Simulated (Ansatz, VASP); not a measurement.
## Cross-check of W4O between VASP and Ansatz

Aim: how closely do two programs agree when they are given the same cell, functional and k mesh?

Method: plane waves, with VASP 6.6.1 beside it; single point at PBEsol, in Ansatz 0.2.0.

### 1. Starting point

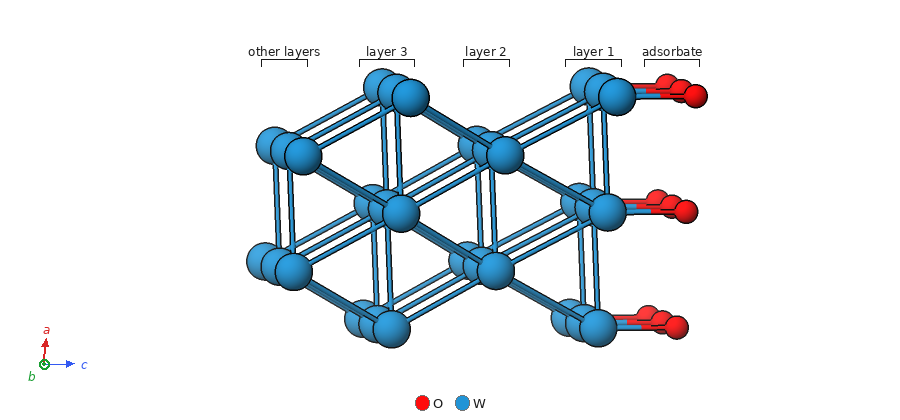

The cell as given, from the side, with the c axis across the page (oxygen red, tungsten blue). Some periodic images of atoms are drawn too.

The cell holds 20 atoms: 4 O and 16 W. Its edges and angles: a = 6.340 Å, b = 5.491 Å, c = 23.675 Å, α = 90.0°, β = 90.0°, γ = 54.7°. It derives from W. As first built, before any earlier steps moved the atoms: kind: adsorbate; added: O; site: ontop; coverage_ml: 1.0; cell: 2x2; faces: one;. Regions: adsorbate, 4 atoms (4 O); layer 1, 4 atoms (4 W); layer 2, 4 atoms (4 W); layer 3, 4 atoms (4 W); other layers, 4 atoms (4 W). Vacuum lies along c.

### 2. VASP: single point, PBEsol

A single point gives forces, pressure and levels at one fixed geometry, so differences don't come from the geometry; what else differs is listed under the comparison.

Lines of VASP's logs that name or quote its potential files are left out, and so is its time.

Input file INCAR:

```
SYSTEM = W4O
PREC = Normal
ENCUT = 400
EDIFF = 1E-05
NELM = 120
ISMEAR = 0
SIGMA = 0.1
LREAL = Auto
ALGO = Fast
GGA = PS
NBANDS = 80
LORBIT = 11
LWAVE = .FALSE.
LCHARG = .FALSE.
KPAR = 2
NCORE = 4
ICORELEVEL = 1
ISIF = 0
LVHAR = .TRUE.
```

Input file POSCAR:

```
W4O
1.0
    6.3400000000      0.0000000000      0.0000000000
    3.1700000000      4.4830569927      0.0000000000
    0.0000000000      0.0000000000     23.6745854891
O W
4 16
Direct
    0.0016247969      0.0002061742      0.6744399631
    0.5016521198      0.4996595094      0.6744393656
    0.0014401513      0.5002590884      0.6744458161
    0.5018025476      0.9997414209      0.6744412928
    0.0000258554      0.0002144580      0.6020862215
    0.5008116108      0.9998299673      0.6020857231
    0.9999406487      0.5002602099      0.6020943432
    0.5007382678      0.4998125343      0.6020839275
    0.7499642578      0.4999772884      0.5031441997
    0.2499563781      0.4999739954      0.5032671446
    0.7500128465      0.9999830614      0.5031341417
    0.2499902008      0.9999857928      0.5032699409
    0.0000000000      0.0000000000      0.4114762010
    0.5000000000      0.0000000000      0.4114762010
    0.0000000000      0.5000000000      0.4114762010
    0.5000000000      0.5000000000      0.4114762010
    0.7500000000      0.5000000000      0.3167954090
    0.2500000000      0.5000000000      0.3167954090
    0.7500000000      0.0000000000      0.3167954090
    0.2500000000      0.0000000000      0.3167954090
```

Input file KPOINTS:

```
Automatic mesh
0
Gamma
4 5 1
0 0 0
```

Potentials, in the order of the species: O and W (PBE family, release 64).

The run is started by

```
mpirun -np 8 vasp_std
```

Numbers of over 12 decimals in the logs are rounded to 6 here.

Log:

```text
[banner, memory and clock lines left out]
running    8 mpi-ranks, on    1 nodes
 distrk:  each k-point on    4 cores,    2 groups
 distr:  one band on    4 cores,    1 groups

 POSCAR found type information on POSCAR O W
 POSCAR found :  2 types and      20 ions
|                                                                             |
|               ----> ADVICE to this user running VASP <----                  |
|                                                                             |
|     You enforced a specific xc type in the INCAR file but a different       |
|     [... a line on the potential file left out ...]
|     I HOPE YOU KNOW WHAT YOU ARE DOING!                                     |
|                                                                             |

 LDA part: xc-table for (Slater+PW92), standard interpolation
|                                                                             |
|           W    W    AA    RRRRR   N    N  II  N    N   GGGG   !!!           |
|           W    W   A  A   R    R  NN   N  II  NN   N  G    G  !!!           |
|           W    W  A    A  R    R  N N  N  II  N N  N  G       !!!           |
|           W WW W  AAAAAA  RRRRR   N  N N  II  N  N N  G  GGG   !            |
|           WW  WW  A    A  R   R   N   NN  II  N   NN  G    G                |
|           W    W  A    A  R    R  N    N  II  N    N   GGGG   !!!           |
|                                                                             |
|     Your reciprocal lattice and k-lattice belong to different lattice       |
|     classes:                                                                |
|                                                                             |
|        The reciprocal lattice is base centered orthorhombic,                |
|        whereas your k-lattice is simple monoclinic.                         |
|                                                                             |
|     Results are often still useful ...                                      |
|                                                                             |

 POSCAR, INCAR and KPOINTS ok, starting setup
 FFT: planning ... GRIDC
 FFT: planning ... GRID_SOFT
 FFT: planning ... GRID
 WAVECAR not read
 entering main loop
       N       E                     dE             d eps       ncg     rms          rms(c)
DAV:   1     0.638593756830E+03    0.63859E+03   -0.42347E+04  1768   0.101E+03
DAV:   2    -0.162702166950E+03   -0.80130E+03   -0.76125E+03  2432   0.272E+02
DAV:   3    -0.253622218975E+03   -0.90920E+02   -0.88106E+02  2096   0.908E+01
DAV:   4    -0.259222503580E+03   -0.56003E+01   -0.55191E+01  2752   0.193E+01
DAV:   5    -0.259359917510E+03   -0.13741E+00   -0.13697E+00  2520   0.334E+00    0.947E+01
RMM:   6    -0.261666937427E+03   -0.23070E+01   -0.75690E+01  2298   0.200E+01    0.476E+01
RMM:   7    -0.448042815039E+03   -0.18638E+03   -0.44910E+02  3251   0.488E+01    0.530E+01
RMM:   8    -0.278988555456E+03    0.16905E+03   -0.71282E+01  2232   0.213E+01    0.396E+01
RMM:   9    -0.255221412631E+03    0.23767E+02   -0.43727E+01  2111   0.166E+01    0.253E+01
RMM:  10    -0.243736926733E+03    0.11484E+02   -0.18792E+01  2045   0.116E+01    0.129E+01
RMM:  11    -0.241501030151E+03    0.22359E+01   -0.10104E+01  2529   0.628E+00    0.875E+00
RMM:  12    -0.241998045602E+03   -0.49702E+00   -0.85213E-01  2621   0.228E+00    0.935E+00
RMM:  13    -0.241864689773E+03    0.13336E+00   -0.39290E-01  2707   0.110E+00    0.936E+00
RMM:  14    -0.240729263862E+03    0.11354E+01   -0.51583E-01  2625   0.121E+00    0.811E+00
[...]
RMM:  26    -0.239398197696E+03   -0.22281E-03   -0.97042E-05  2077   0.242E-02    0.239E-02
RMM:  27    -0.239398288845E+03   -0.91149E-04   -0.20309E-05  1472   0.123E-02    0.199E-02
RMM:  28    -0.239398408258E+03   -0.11941E-03   -0.15147E-05  1335   0.102E-02    0.128E-02
RMM:  29    -0.239398527391E+03   -0.11913E-03   -0.14071E-05  1350   0.944E-03    0.114E-02
RMM:  30    -0.239398562633E+03   -0.35242E-04   -0.10392E-05  1260   0.881E-03    0.527E-03
RMM:  31    -0.239398576339E+03   -0.13706E-04   -0.24353E-06  1146   0.597E-03    0.639E-03
RMM:  32    -0.239398599562E+03   -0.23224E-04   -0.11267E-05  1201   0.759E-03    0.870E-03
RMM:  33    -0.239398607367E+03   -0.78048E-05   -0.18122E-06  1106   0.565E-03
   1 F= -.23939861E+03 E0= -.23936321E+03  d E =-.708010E-01
```

From OUTCAR (step 2):

```text
ion  position               nearest neighbor table
   1  0.002  0.000  0.674-   5 1.71
   2  0.502  0.500  0.674-   8 1.71
   3  0.001  0.500  0.674-   7 1.71
   4  0.502  1.000  0.674-   6 1.71
   5  0.000  0.000  0.602-   1 1.71   8 2.74   7 2.75   7 2.75   8 2.75  12 2.83  11 2.83   6 3.17
                             6 3.17  10 3.24   9 3.24
   6  0.501  1.000  0.602-   4 1.71   7 2.74   8 2.74   8 2.75   7 2.75  11 2.83  12 2.83   5 3.17
                             5 3.17  10 3.24   9 3.24
   7  1.000  0.500  0.602-   3 1.71   6 2.74   5 2.75   5 2.75   6 2.75  10 2.83   9 2.83   8 3.17
                             8 3.17  12 3.24  11 3.24
   8  0.501  0.500  0.602-   2 1.71   5 2.74   6 2.74   6 2.75   5 2.75   9 2.83  10 2.83   7 3.17
                             7 3.17  12 3.24  11 3.24
   9  0.750  0.500  0.503-  16 2.69  15 2.69  11 2.75  12 2.75  12 2.75  11 2.75   8 2.83   7 2.83
                            13 3.12  14 3.12  10 3.17  10 3.17   5 3.24   6 3.24
  10  0.250  0.500  0.503-  15 2.69  16 2.69  12 2.75  11 2.75  12 2.75  11 2.75   7 2.83   8 2.83
                            14 3.12  13 3.12   9 3.17   9 3.17   6 3.24   5 3.24
  11  0.750  1.000  0.503-  13 2.69  14 2.69   9 2.75  10 2.75  10 2.75   9 2.75   6 2.83   5 2.83
                            15 3.12  16 3.12  12 3.17  12 3.17   7 3.24   8 3.24
  12  0.250  1.000  0.503-  13 2.69  14 2.69  10 2.75   9 2.75   9 2.75  10 2.75   5 2.83   6 2.83
                            16 3.12  15 3.12  11 3.17  11 3.17   8 3.24   7 3.24
  13  0.000  0.000  0.411-  11 2.69  12 2.69  15 2.75  15 2.75  16 2.75  16 2.75  20 2.75  19 2.75
                             9 3.12  10 3.12  14 3.17  14 3.17  17 3.17  18 3.17
  14  0.500  0.000  0.411-  11 2.69  12 2.69  16 2.75  15 2.75  16 2.75  15 2.75  20 2.75  19 2.75
                             9 3.12  10 3.12  13 3.17  13 3.17  18 3.17  17 3.17
  15  0.000  0.500  0.411-   9 2.69  10 2.69  13 2.75  13 2.75  14 2.75  14 2.75  18 2.75  17 2.75
                            11 3.12  12 3.12  16 3.17  16 3.17  19 3.17  20 3.17
  16  0.500  0.500  0.411-   9 2.69  10 2.69  14 2.75  13 2.75  14 2.75  13 2.75  18 2.75  17 2.75
                            11 3.12  12 3.12  15 3.17  15 3.17  20 3.17  19 3.17
  17  0.750  0.500  0.317-  19 2.75  19 2.75  20 2.75  20 2.75  15 2.75  16 2.75  18 3.17  18 3.17
                            14 3.17  13 3.17
  18  0.250  0.500  0.317-  20 2.75  19 2.75  20 2.75  19 2.75  15 2.75  16 2.75  17 3.17  17 3.17
                            13 3.17  14 3.17
  19  0.750  0.000  0.317-  17 2.75  17 2.75  18 2.75  18 2.75  13 2.75  14 2.75  20 3.17  20 3.17
                            16 3.17  15 3.17
  20  0.250  0.000  0.317-  18 2.75  17 2.75  18 2.75  17 2.75  13 2.75  14 2.75  19 3.17  19 3.17
                            15 3.17  16 3.17

  LATTYP: Found a base centered orthorhombic cell.
 ALAT       =     6.3400000000
 B/A-ratio  =     1.4142135624
 C/A-ratio  =     3.7341617491

 Subroutine GETGRP returns: Found  1 space group operations
 (whereof  1 operations were pure point group operations)

The static configuration has the point symmetry C_1 .

 Found     11 irreducible k-points:

   k-points           NKPTS =     11   k-points in BZ     NKDIM =     11   number of bands    NBANDS=     80

   dimension x,y,z NGX =    32 NGY =   28 NGZ =  120
   dimension x,y,z NGXF=    64 NGYF=   56 NGZF=  240

   ENCUT  =  400.0 eV  29.40 Ry    5.42 a.u.  10.34  8.95 38.61*2*pi/ulx,y,z

   NELECT =     120.0000    total number of electrons

 k-points in reciprocal lattice and weights: Automatic mesh
   0.00000000  0.00000000  0.00000000       0.050
   0.25000000 -0.00000000  0.00000000       0.100
   0.50000000 -0.00000000  0.00000000       0.050
   0.00000000  0.20000000  0.00000000       0.100
   0.25000000  0.20000000  0.00000000       0.100
   0.50000000  0.20000000  0.00000000       0.100
  -0.25000000  0.20000000  0.00000000       0.100
   0.00000000  0.40000000  0.00000000       0.100
   0.25000000  0.40000000  0.00000000       0.100
   0.50000000  0.40000000  0.00000000       0.100
  -0.25000000  0.40000000  0.00000000       0.100

 the core state eigenenergies are
   1-  1s   -507.4074
   2-  1s   -507.4072
   3-  1s   -507.4072
   4-  1s   -507.4073
   5-  1s -69463.2869  2s -11984.1299  2p -10477.7177  3s  -2756.8935  3p  -2311.0055
       3d  -1798.9601  4s   -565.4390  4p   -419.2299  4d   -234.1159  4f    -29.0311
       5s    -74.8045  5p    -39.0685
   6-  1s -69463.2871  2s -11984.1301  2p -10477.7178  3s  -2756.8936  3p  -2311.0057
       3d  -1798.9602  4s   -565.4391  4p   -419.2300  4d   -234.1160  4f    -29.0312
       5s    -74.8045  5p    -39.0685
   7-  1s -69463.2869  2s -11984.1299  2p -10477.7177  3s  -2756.8935  3p  -2311.0055
       3d  -1798.9601  4s   -565.4390  4p   -419.2299  4d   -234.1159  4f    -29.0311
       5s    -74.8045  5p    -39.0686
   8-  1s -69463.2869  2s -11984.1300  2p -10477.7177  3s  -2756.8935  3p  -2311.0056
       3d  -1798.9601  4s   -565.4391  4p   -419.2300  4d   -234.1159  4f    -29.0312
       5s    -74.8045  5p    -39.0685
   9-  1s -69463.2135  2s -11984.0188  2p -10477.6100  3s  -2756.7480  3p  -2310.8600
       3d  -1798.8180  4s   -565.2408  4p   -419.0259  4d   -233.9046  4f    -28.7973
       5s    -74.4675  5p    -38.6717
  10-  1s -69463.2179  2s -11984.0230  2p -10477.6142  3s  -2756.7518  3p  -2310.8638
       3d  -1798.8218  4s   -565.2439  4p   -419.0290  4d   -233.9076  4f    -28.8001
       5s    -74.4691  5p    -38.6727
  11-  1s -69463.2132  2s -11984.0186  2p -10477.6097  3s  -2756.7478  3p  -2310.8598
       3d  -1798.8178  4s   -565.2406  4p   -419.0257  4d   -233.9044  4f    -28.7972
       5s    -74.4674  5p    -38.6716
  12-  1s -69463.2179  2s -11984.0230  2p -10477.6142  3s  -2756.7518  3p  -2310.8638
       3d  -1798.8218  4s   -565.2439  4p   -419.0290  4d   -233.9076  4f    -28.8001
       5s    -74.4691  5p    -38.6726
  13-  1s -69463.4976  2s -11984.3080  2p -10477.8990  3s  -2757.0326  3p  -2311.1446
       3d  -1799.1036  4s   -565.5185  4p   -419.3030  4d   -234.1811  4f    -29.0714
       5s    -74.7285  5p    -38.9246
  14-  1s -69463.4978  2s -11984.3081  2p -10477.8991  3s  -2757.0327  3p  -2311.1447
       3d  -1799.1037  4s   -565.5186  4p   -419.3031  4d   -234.1812  4f    -29.0714
       5s    -74.7285  5p    -38.9246
  15-  1s -69463.4978  2s -11984.3081  2p -10477.8991  3s  -2757.0327  3p  -2311.1447
       3d  -1799.1037  4s   -565.5186  4p   -419.3031  4d   -234.1812  4f    -29.0714
       5s    -74.7285  5p    -38.9246
  16-  1s -69463.4978  2s -11984.3081  2p -10477.8991  3s  -2757.0327  3p  -2311.1447
       3d  -1799.1038  4s   -565.5186  4p   -419.3031  4d   -234.1812  4f    -29.0715
       5s    -74.7285  5p    -38.9246
  17-  1s -69463.6818  2s -11984.4464  2p -10478.0416  3s  -2757.1358  3p  -2311.2479
       3d  -1799.2098  4s   -565.5693  4p   -419.3481  4d   -234.2188  4f    -29.0863
       5s    -74.6389  5p    -38.7764
  18-  1s -69463.6823  2s -11984.4469  2p -10478.0421  3s  -2757.1363  3p  -2311.2484
       3d  -1799.2103  4s   -565.5698  4p   -419.3486  4d   -234.2193  4f    -29.0867
       5s    -74.6392  5p    -38.7768
  19-  1s -69463.6817  2s -11984.4463  2p -10478.0415  3s  -2757.1357  3p  -2311.2478
       3d  -1799.2097  4s   -565.5692  4p   -419.3480  4d   -234.2187  4f    -29.0862
       5s    -74.6388  5p    -38.7763
  20-  1s -69463.6822  2s -11984.4468  2p -10478.0420  3s  -2757.1362  3p  -2311.2483
       3d  -1799.2102  4s   -565.5697  4p   -419.3485  4d   -234.2192  4f    -29.0866
       5s    -74.6392  5p    -38.7767

 E-fermi :  -0.6763

 k-point     1 :       0.0000    0.0000    0.0000
  band No.  band energies     occupation
    ...
     53      -1.2639      2.00000
     54      -1.2198      2.00000
     55      -1.2021      2.00000
     56      -1.0431      2.00000
     57      -1.0418      2.00000
     58      -0.0482      0.00000
     59       0.0734      0.00000
     60       0.4331      0.00000
     61       0.4339      0.00000
     62       0.6230      0.00000
    ...

 k-point     2 :       0.2500   -0.0000    0.0000
  band No.  band energies     occupation
    ...
     55      -1.5633      2.00000
     56      -1.2386      2.00000
     57      -1.1266      2.00000
     58      -0.8994      1.99839
     59      -0.8405      1.97974
     60      -0.4522      0.00152
     61      -0.3647      0.00001
     62      -0.0071      0.00000
     63       0.0015      0.00000
     64       0.4920      0.00000
    ...

 k-point     3 :       0.5000   -0.0000    0.0000
  band No.  band energies     occupation
    ...
     58      -1.4927      2.00000
     59      -1.0957      2.00000
     60      -1.0897      2.00000
     61      -0.6961      1.21997
     62      -0.6893      1.14620
     63      -0.1300      0.00000
     64      -0.1275      0.00000
     65      -0.0462      0.00000
     66      -0.0325      0.00000
     67       0.1250      0.00000
    ...

  energy-cutoff  :      400.00
  volume of cell :      672.89
      direct lattice vectors                 reciprocal lattice vectors
     6.340000000  0.000000000  0.000000000     0.157728707 -0.111531038  0.000000000
     3.170000000  4.483056993  0.000000000     0.000000000  0.223062076  0.000000000
     0.000000000  0.000000000 23.674585489     0.000000000  0.000000000  0.042239388

 POSITION                                       TOTAL-FORCE (eV/Angst)
 -----------------------------------------------------------------------------------
      0.01095      0.00092     15.96709         0.006151     -0.006079      0.049314
      4.76440      2.24000     15.96707        -0.005124      0.007063      0.049328
      1.59495      2.24269     15.96723         0.008038     -0.006810      0.051262
      6.35061      4.48190     15.96712        -0.010156      0.005529      0.048549
      0.00084      0.00096     14.25414        -0.002693     -0.007748     -0.009673
      6.34461      4.48229     14.25413        -0.010266      0.007960     -0.008109
      7.92545      2.24270     14.25433         0.001735     -0.010759     -0.011141
      4.75909      2.24069     14.25409        -0.004692      0.008618     -0.008062
      6.33970      2.24143     11.91173         0.006044      0.001381      0.022374
      3.16964      2.24141     11.91464         0.007973      0.002241      0.013024
      7.92503      4.48298     11.91149         0.001715      0.000351      0.024767
      4.75489      4.48299     11.91471         0.004323      0.000131      0.009383
      0.00000      0.00000      9.74153         0.003176     -0.008420     -1.066981
      3.17000      0.00000      9.74153        -0.003154      0.007510     -1.066579
      1.58500      2.24153      9.74153         0.002464     -0.008849     -1.066739
      4.75500      2.24153      9.74153        -0.002902      0.008006     -1.066633
      6.34000      2.24153      7.50000        -0.000695     -0.000014      1.010099
      3.17000      2.24153      7.50000        -0.000726     -0.000039      1.007964
      4.75500      0.00000      7.50000        -0.000620     -0.000017      1.009988
      1.58500      0.00000      7.50000        -0.000590     -0.000056      1.007865
 -----------------------------------------------------------------------------------
    total drift:                                0.004501      0.001102      0.174426

  FREE ENERGIE OF THE ION-ELECTRON SYSTEM (eV)
  ---------------------------------------------------
  free  energy   TOTEN  =      -239.3986073670 eV

  energy  without entropy=     -239.3278063634  energy(sigma->0) =     -239.36320687

 total charge
# of ion       s       p       d       tot
------------------------------------------
    1        1.635   3.302   0.000   4.936
    2        1.635   3.302   0.000   4.936
    3        1.635   3.302   0.000   4.936
    4        1.635   3.302   0.000   4.936
    5        0.728   0.780   4.430   5.938
    6        0.728   0.780   4.430   5.938
    7        0.728   0.780   4.430   5.938
    8        0.728   0.780   4.430   5.938
    9        0.671   0.686   4.213   5.569
   10        0.670   0.686   4.211   5.567
   11        0.671   0.686   4.213   5.569
   12        0.670   0.685   4.211   5.567
   13        0.674   0.714   4.204   5.592
   14        0.674   0.714   4.204   5.592
   15        0.674   0.714   4.204   5.592
   16        0.674   0.714   4.204   5.592
   17        0.666   0.526   4.035   5.227
   18        0.666   0.526   4.035   5.227
   19        0.666   0.526   4.035   5.227
   20        0.666   0.526   4.035   5.227
--------------------------------------------------
tot         17.491  24.033  67.524 109.048

[... 3 further parts left out ...]
```

(Part 1 of 2 ends here.)

[Lines on the potential files, build, host, timing and source positions are cut from VASP's logs without a mark.]

[Logs are printed without paths, hosts, clocks, repeated set-up lines and the standing remarks that a program may print on its own settings, such as how far it seeks lower states.]

[Hosts, paths, dates, database ids (printed as entryN), source tags and the programs' standing remarks are cut or masked in the printed files.]
